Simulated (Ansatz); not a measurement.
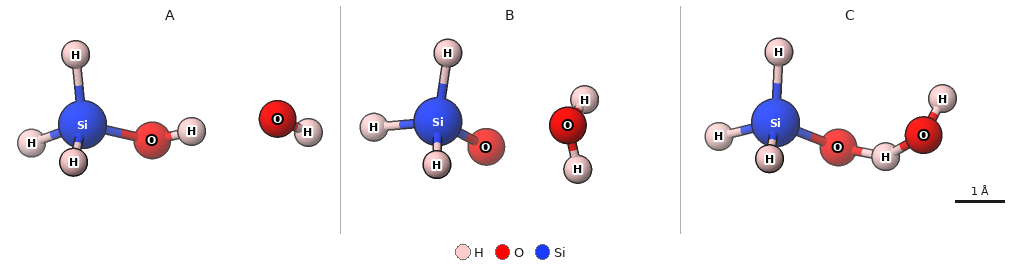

Three geometries of SiH₅O₂ (multiplicity 2): a saddle point and the two minima that it joins, in shuffled order. The picture is a ball-and-stick view, seen at a tilt. Sticks join atoms that are closer than about 1.2 times the sum of their covalent radii (a little more with hydrogen).

Stationary points at PBE0-D4/def2-TZVP, single-point energies with CAM-B3LYP-D4, wB97X-V, SPW92 (LDA), B3LYP-D4, PBE-D4, BHLYP-D4 (def2-TZVPP where no basis is named; Ansatz 0.2.0). The energies are electronic, without zero-point or thermal terms, and both ends are the minima reached downhill from the saddle, with any fragments still in contact.

**Which frame is the transition state, what reaction does it lead through, and what barrier is to be expected?**

Frame C is the saddle point. Counted by bonded pieces, A holds OH + SiH₄O and B holds H₂O + SiH₃O. From A over the saddle to B, a bond forms: H–O (1.93 → 1.18 → 0.96 Å). A bond breaks: H–O (0.97 → 1.14 → 2.47 Å). The saddle has one imaginary mode, 1474i cm⁻¹. With CAM-B3LYP-D4 the barrier is 8.0 kcal/mol from A and 9.5 kcal/mol from B, and B lies 1.5 kcal/mol below A.

```tsv
level	barrier from A (kcal/mol)	barrier from B (kcal/mol)	B less A (kcal/mol)
CAM-B3LYP-D4	8.0	9.5	−1.5
wB97X-V	9.7	11.2	−1.5
SPW92 (LDA)	−11.4	−2.0	−9.4
B3LYP-D4	4.6	7.4	−2.8
PBE-D4	−3.8	2.5	−6.3
BHLYP-D4	16.0	15.4	0.6
```
